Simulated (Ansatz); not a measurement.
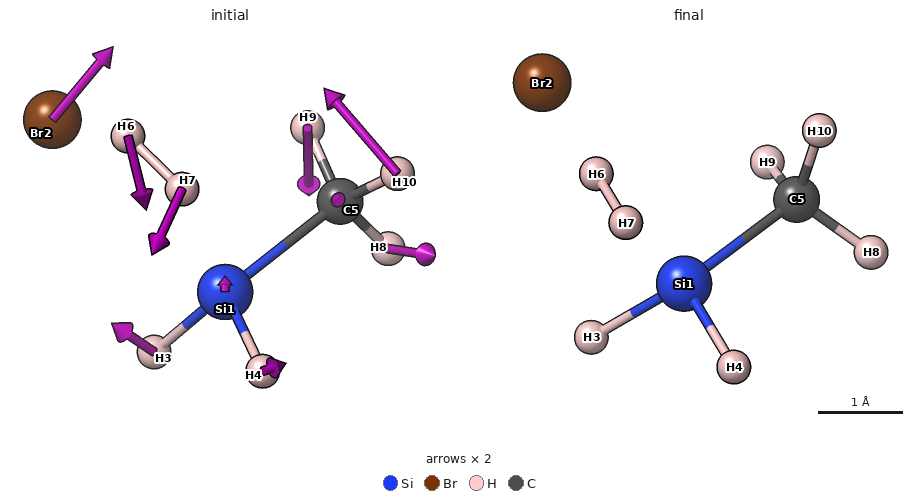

The structure of CH7BrSi before (left) and after (right) a constrained relaxation, at one scale. The purple arrows give the displacements, 2 times their true length.

The picture is a ball-and-stick view, seen at a tilt.

The reaction that was planned forms Si1–H7, Br2–H6 and breaks Si1–Br2, H6–H7 (atoms numbered from 1 in input order).

Level of theory: RKS PBE0-D4/def2-SVP (Ansatz 0.2.0). Set-up: held fixed: the distance between atoms 1 (Si) and 7 (H), the distance between atoms 2 (Br) and 6 (H), the distance between atoms 1 (Si) and 2 (Br), the distance between atoms 6 (H) and 7 (H), counting from 1; force threshold 0.04 eV/Å; at most 150 steps.

Q: What changed between the two?

A: The atom that moves furthest after the best rigid fit is H10 (0.70 Å). Largest moves by element: H 0.70 Å, Br 0.58 Å, Si 0.10 Å, C 0.09 Å. Some distances before and after: Si1–H6 2.460 → 1.953 Å, Si1–C5 1.885 → 1.851 Å, Si1–H4 1.469 → 1.499 Å, Si1–H3 1.454 → 1.478 Å. Among the angles between lasting bonds that change: H3–Si1–C5 118.0° → 125.0°, H4–Si1–C5 114.1° → 109.8°, H8–C5–H9 107.6° → 111.7°. Groups turn about Si1–C5 by about 45°. After 13 accepted moves (14 points after the start) the energy has fallen by 41.3 kJ/mol. The largest force component goes from 1.2 to 0.032 eV/Å. The line search rejected the trial step at point 11 of the run. The forces were under the threshold at step 12, but the run went on from there.
